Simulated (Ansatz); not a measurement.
## Electronic structure of CH$_{4}$ClGe (doublet) in real space

Input

```
crystal:
  periodic: [false, false, false]
  atoms:
    - {symbol: C, position_ang: [-0.733126, 0.438448, -0.261882]}
    - {symbol: Ge, position_ang: [0.705405, -0.885483, -0.183130]}
    - {symbol: Cl, position_ang: [1.016989, -1.361744, 1.909462]}
    - {symbol: H, position_ang: [-0.433410, 1.314452, 0.317323]}
    - {symbol: H, position_ang: [-1.646194, 0.021373, 0.160827]}
    - {symbol: H, position_ang: [-0.909942, 0.729411, -1.298171]}
    - {symbol: H, position_ang: [2.061380, -0.324457, -0.690131]}
basis:
  gaussian: {orbitals: def2-TZVPP}
magnetization: {spin_polarized: true, initial_magnetization: 1}
hamiltonian: {xc: pbe0, dispersion: d4}
output: {orbitals: {seedname: orbitals}}
```

Command:

```sh
ansatz run in.yaml --threads 2 --pin off --events-out ev --progress --plain --max-ram 32768MiB --backend cpu
```

Geometry: PBE0-D4/def2-TZVP.

The calculation used Ansatz 0.2.0, UKS PBE0-D4/def2-TZVPP.

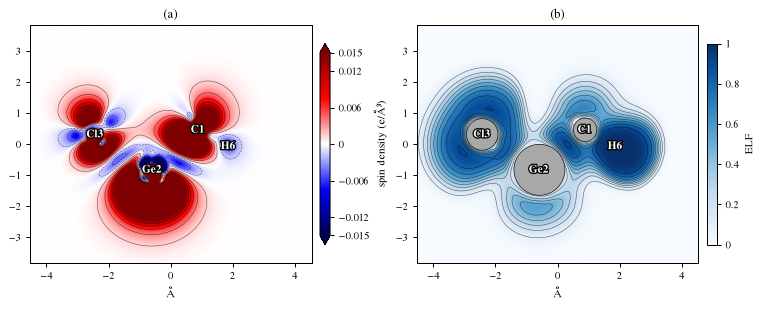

Figure 1. (a) spin density (α minus β); (b) ELF on the plane of atoms Ge2, C1 and H6. Grey discs cover the atomic cores in the ELF map.

Question: What does the map show?

Answer: The section cuts through C, Ge, Cl and H sites.
C–Ge (1.96 Å): the ELF peaks at about 0.90 in the valence shell of C, 0.7 Å from its nucleus, and is about 0.70 at the midpoint.
Ge–Cl (2.17 Å): the ELF peaks at about 0.85 in the valence shell of Cl, 0.9 Å from its nucleus, and is about 0.70 at the midpoint.
C–H (1.09 Å): the ELF climbs to about 1 towards the hydrogen, as it does in any bond to H; a covalent bond by its length.
The ELF also peaks beside Cl3, away from the bonds: non-bonding electrons, paired or unpaired.
The unpaired spin (1 electron) lies mostly on Ge2 (about 0.7), Cl3 (about 0.1), C1 (about 0.1) and H7 (about 0.1), in electrons by Hirshfeld's partition.

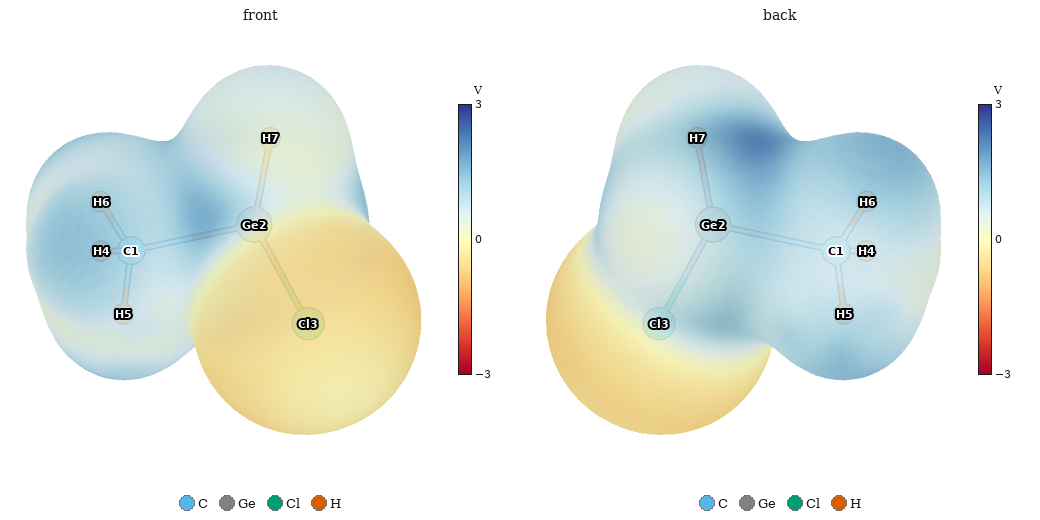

Figure 2. The molecular electrostatic potential painted on the density surface at 0.004 e/bohr³, seen from the front and from behind; the colour scale runs from red (negative) to blue (positive).

Question: Describe the electrostatic potential map.

Answer: The most negative region (about −0.7 V) lies over Cl3, the most positive (about +2.2 V) over Ge2.

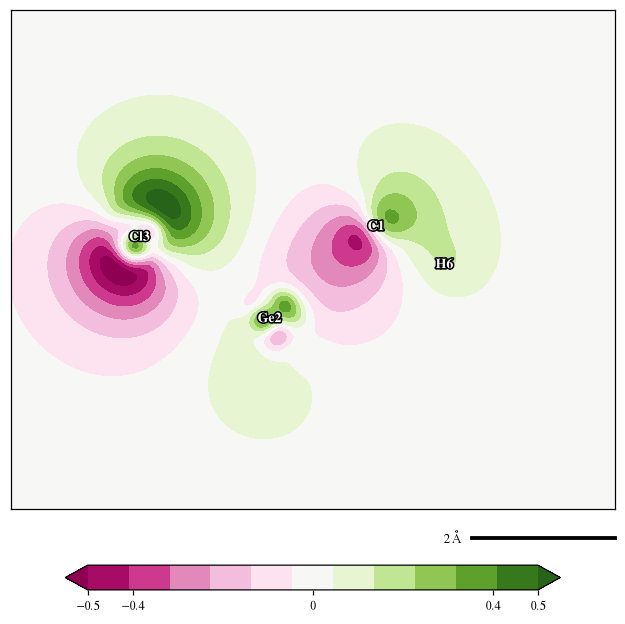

Figure 3. The HOMO−1 (α) on the plane of atoms C1, Ge2 and Cl3 (values in Å⁻³ᐟ²; the overall sign is arbitrary).

Question: What is the character of this orbital?

Answer: It lies mainly on Cl3 (about 65 %), Ge2 (about 10 %), C1 (about 10 %) and H7 (about 10 %). Its energy is −8.62 eV.
